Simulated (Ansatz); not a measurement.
# BH4NOSi: trial inputs and their diagnosis

3 inputs were typed for BH4NOSi. Each is run as it stands; the log then has to tell whether the result can be used.

The runs use Ansatz 0.2.0, Gaussian basis; the settings change from run to run.

**1. The molecule**

The structure was relaxed beforehand with PBE0-D4 in a triple-zeta def2 set.

SMILES `NB1O[SiH2]1`, 8 atoms, charge 0, spin multiplicity 1.

Atoms are counted from 1 here; the program's logs count them from 0.

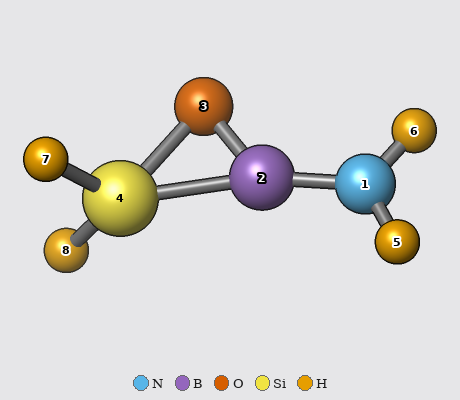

The geometry (nitrogen blue, boron purple, oxygen orange, silicon yellow, hydrogen amber); atoms are numbered from 1 in the order of the file.

**2. Attempt 1**

Input file in.yaml:

```yaml
crystal:
  periodic: [true, true, true]
  atoms:
    - {symbol: N, position_ang: [-0.560368, 1.583653, -0.439149]}
    - {symbol: B, position_ang: [-0.094387, 0.343694, -0.038669]}
    - {symbol: O, position_ang: [0.408156, -0.107998, 1.153457]}
    - {symbol: Si, position_ang: [0.438647, -1.464844, 0.084438]}
    - {symbol: H, position_ang: [-0.903440, 1.762066, -1.364592]}
    - {symbol: H, position_ang: [-0.580019, 2.377415, 0.180507]}
    - {symbol: H, position_ang: [1.810268, -1.970094, -0.171624]}
    - {symbol: H, position_ang: [-0.426756, -2.580993, 0.539932]}
basis:
  gaussian: {orbitals: aug-pcseg-2}
hamiltonian: {xc: {name: PBE0}, dispersion: d4}
output: {forces: true}
```

Launch:

```
ansatz run in.yaml --threads 2 --pin off --events-out ev --progress --plain --max-ram 4352MiB
```

Standard output:

```text
Error: YAML parse error: error: line 2 column 3: crystal: missing field `lattice` (a structure is typed as `lattice` and `atoms`, a molecule's as `atoms` in Å alone, or read from a run's directory, `checkpoint`)
 --> <input>:2:3
  |
1 | crystal:
2 |   periodic: [true, true, true]
  |   ^ crystal: missing field `lattice` (a structure is typed as `lattice` and `atoms`, a molecule's as `atoms` in Å alone, or read from a run's directory, `checkpoint`)
3 |   atoms:
4 |     - {symbol: N, position_ang: [-0.560368, 1.583653, -0.439149]}
  |
```

It took 0.05 s on 2 threads of Arm Neoverse V2, shared host.

What is wrong: Refused before any calculation. The molecule is marked periodic without a cell. Fix: set periodic to false, or give a lattice.

**3. Attempt 2**

Input file in.yaml:

```yaml
crystal:
  periodic: [false, false, false]
  atoms:
    - {symbol: N, position_ang: [-0.560368, 1.583653, -0.439149]}
    - {symbol: B, position_ang: [-0.094387, 0.343694, -0.038669]}
    - {symbol: O, position_ang: [0.408156, -0.107998, 1.153457]}
    - {symbol: Si, position_ang: [0.438647, -1.464844, 0.084438]}
    - {symbol: H, position_ang: [-0.903440, 1.762066, -1.364592]}
    - {symbol: H, position_ang: [-0.580019, 2.377415, 0.180507]}
    - {symbol: H, position_ang: [1.810268, -1.970094, -0.171624]}
    - {symbol: H, position_ang: [-0.426756, -2.580993, 0.539932]}
basis:
  gaussian: {orbitals: cc-pVDZ}
magnetization: {spin_polarized: true, initial_magnetization: 2}
hamiltonian: {xc: {name: SVWN5}}
multiplicity: 3
```

The command is unchanged.

Standard output:

```text
Error: YAML parse error: error: line 16 column 1: unknown field `multiplicity`, expected one of crystal, accuracy, basis, kpoints, hamiltonian, magnetization, projection, total_charge, correlation, batch, efield, external_charges, scf, relax, neb, saddle, md, ramp, phonons, dielectric, real_time, elastic, magnetic_configurations, gw, evaluate, workflow, output, checkpoint, execution
  --> <input>:16:1
   |
14 | magnetization: {spin_polarized: true, initial_magnetization: 2}
15 | hamiltonian: {xc: {name: SVWN5}}
16 | multiplicity: 3
   | ^ unknown field `multiplicity`, expected one of crystal, accuracy, basis, kpoints, hamiltonian, magnetization, projection, total_charge, correlation, batch, efield, external_charges, scf, relax, neb, saddle, md, ramp, phonons, dielectric, real_time, elastic, magnetic_configurations, gw, evaluate, workflow, output, checkpoint, execution
```

Run time: 0.05 s. Hardware: 2 threads of Arm Neoverse V2, shared host.

Diagnosis: The program refused the input. The input holds a key that doesn't belong there. It also asks for charge 0 and multiplicity 3, another species or state than the molecule above. Fix: remove the key, or spell it as the input reference has it, and set charge and spin to those of the species named.

**4. Attempt 3**

Input file in.yaml:

```yaml
crystal:
  periodic: [false, false, false]
  atoms:
    - {symbol: N, position_ang: [-0.552340, 1.631016, -0.462455]}
    - {symbol: B, position_ang: [-0.115704, 0.330170, -0.044442]}
    - {symbol: O, position_ang: [0.384945, -0.107948, 1.160589]}
    - {symbol: Si, position_ang: [0.435659, -1.497627, 0.094619]}
    - {symbol: H, position_ang: [-0.929168, 1.679185, -1.285016]}
    - {symbol: H, position_ang: [-0.572968, 2.395323, 0.194716]}
    - {symbol: H, position_ang: [1.797179, -2.005564, -0.175468]}
    - {symbol: H, position_ang: [-0.392213, -2.558895, 0.534173]}
basis:
  gaussian: {orbitals: "6-31G*"}
magnetization: {spin_polarized: true, initial_magnetization: 1}
hamiltonian: {xc: {name: HF}}
correlation: {method: ccsd_t}
```

Same command.

Standard output:

```text
Error: a molecule whose nuclei and cores have a total charge of 38 cannot have a net charge of 0 together with 1 unpaired electrons
```

It took 0.05 s on 2 threads of Arm Neoverse V2, shared host.

What is wrong: The program refused the input. The number of unpaired electrons doesn't fit the electron count. Its coordinates are also moved off the relaxed structure. To mend it, make charge and initial_magnetization agree: an even electron count takes an even number of unpaired electrons.

**5. Summary**

| attempt | level | ended | cause | time |
| --- | --- | --- | --- | --- |
| 1 | PBE0/aug-pcseg-2 | refused | the molecule is marked periodic without a cell | 0.05 s |
| 2 | SVWN5/cc-pVDZ | refused | the input holds a key that doesn't belong there | 0.05 s |
| 3 | CCSD(T)/6-31G* | refused | the number of unpaired electrons doesn't fit the electron count | 0.05 s |

In words: 3 refused. A refusal costs next to no computing time.
